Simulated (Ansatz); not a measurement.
# ClH7Si2: the cost of one run

All numbers below are computed with Ansatz 0.2.0 (UKS PBE-D4/STO-3G).

### Step 1. The starting structure

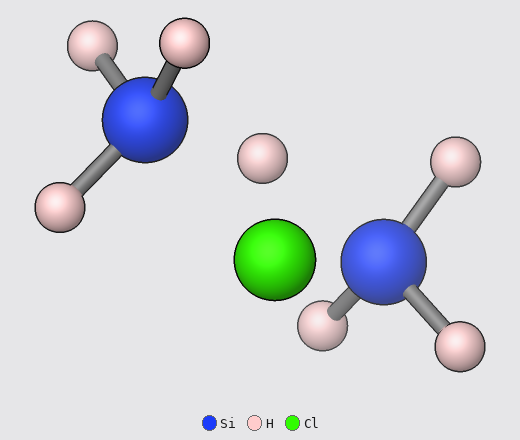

The starting structure, seen from a free direction (silicon blue, hydrogen pink, chlorine green).

Coordinates:

```xyz
10

Si   -0.3867    0.7035   -1.5195
H    -0.4198   -0.6778   -0.2517
H     0.4546   -0.2078   -2.2840
H    -1.8378    0.6693   -1.3928
H    -0.1041    2.0331   -2.0910
Si    0.3239   -0.8074    1.4608
Cl    0.7750    1.4661    0.5431
H     1.7740   -0.8716    1.5338
H    -0.1116   -2.2179    1.5583
H    -0.4675   -0.0895    2.4430
```

### Step 2. Run 1

150 steps of 0.5 fs at constant energy, with velocities drawn for 300 K.

input.yaml

```yaml
crystal:
  periodic: [false, false, false]
  atoms:
    - { symbol: Si, position_ang: [-0.3867, 0.7035, -1.5195] }
    - { symbol: H, position_ang: [-0.4198, -0.6778, -0.2517] }
    - { symbol: H, position_ang: [0.4546, -0.2078, -2.284] }
    - { symbol: H, position_ang: [-1.8378, 0.6693, -1.3928] }
    - { symbol: H, position_ang: [-0.1041, 2.0331, -2.091] }
    - { symbol: Si, position_ang: [0.3239, -0.8074, 1.4608] }
    - { symbol: Cl, position_ang: [0.775, 1.4661, 0.5431] }
    - { symbol: H, position_ang: [1.774, -0.8716, 1.5338] }
    - { symbol: H, position_ang: [-0.1116, -2.2179, 1.5583] }
    - { symbol: H, position_ang: [-0.4675, -0.0895, 2.443] }
magnetization:
  spin_polarized: true
basis:
  gaussian: { orbitals: STO-3G }
hamiltonian:
  xc: pbe
  dispersion: d4
md:
  timestep: 0.5
  n_steps: 150
  ensemble: nve
  temperature: 300.0
  initial_velocities: maxwell_boltzmann
  seed: 968934
```

The run is started by

```bash
ansatz run input.yaml --threads 1 --pin off --max-ram 2048MiB --backend cpu --events-out ev --progress --plain --runs-dir out
```

Q: Estimate wall time and peak memory on 1 thread of Arm Neoverse V1, shared host.

About 5.5 min, with a peak of 0.11 GiB.
